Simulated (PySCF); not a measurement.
C₅H₁₃NSi

The calculation's input:

```
{"job": {"kind": "uv", "xc": "B3LYP", "basis": "def2-SVPD", "nstates": 8, "ntriplets": 3}, "charge": 0, "multiplicity": 1}
C      0.116616     1.953486    -0.275302
C     -0.017099     0.507001    -0.753526
C     -1.497075     0.074632    -0.835400
C     -1.583551    -1.194337     0.016188
C     -0.421682    -1.012162     0.988494
N      0.605076    -0.435742     0.156605
Si     2.283722    -0.541971     0.456215
H      1.165480     2.235389    -0.229982
H     -0.313600     2.060545     0.718116
H     -0.399916     2.625511    -0.956872
H      0.476851     0.419894    -1.728285
H     -2.133704     0.854455    -0.415936
H     -1.810487    -0.101715    -1.862561
H     -2.544544    -1.302307     0.515927
H     -1.403634    -2.076937    -0.598107
H     -0.075130    -1.947313     1.428493
H     -0.711816    -0.333520     1.805127
H      2.933149    -0.265729    -0.825900
H      2.519253    -1.907447     0.927905
H      2.806940     0.398944     1.465767
```

Run with:

```sh
OMP_NUM_THREADS=1 python probes_run.py task.json out
```

Geometry: GFN2-xTB.

Computed with B3LYP/def2-SVPD, SCF density, gas phase (PySCF).

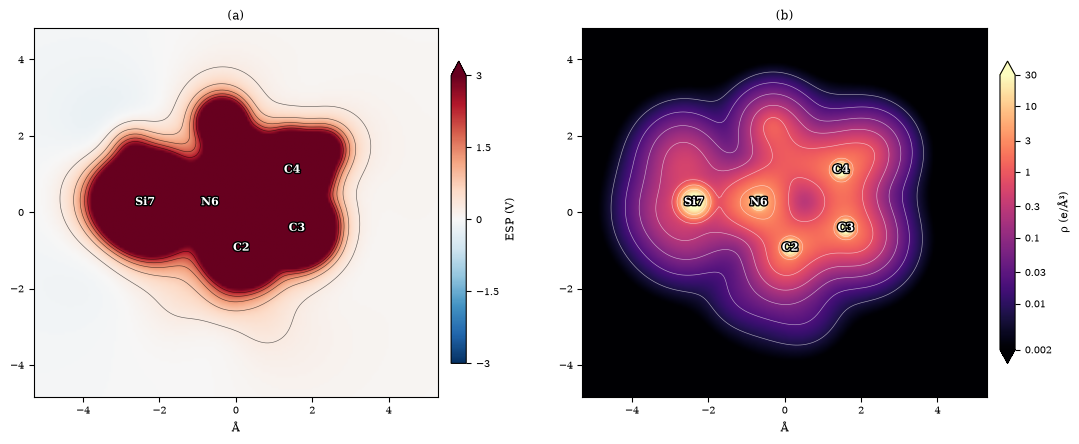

Figure 1. (a) electrostatic potential; (b) electron density on the plane of atoms C3, C2 and N6.

### What does the map show?

The section cuts through C, N and Si sites.
C–N (1.45 Å): the density is about 1.9 e/Å³ at the midpoint.
C–C (1.54 Å): ρ at the midpoint is about 1.6 e/Å³.
Si–N (1.71 Å): ρ is about 1.1 e/Å³ halfway.
The potential has no marked negative region in this plane.

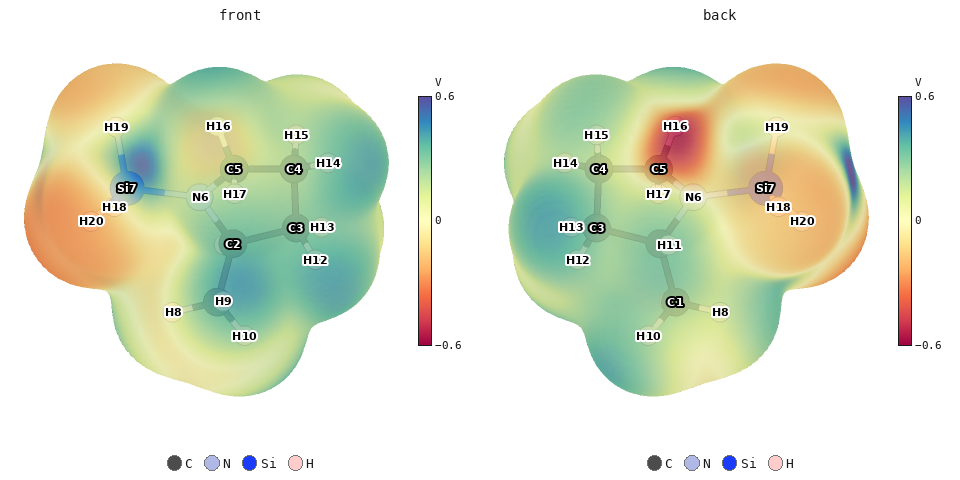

Figure 2. The electrostatic potential painted on the density surface at 0.001 e/bohr³, seen from the front and from behind; red is negative and blue positive.

### Describe the electrostatic potential map.

The most negative region (about −0.5 V) lies over N6, the most positive (about +0.5 V) over Si7.
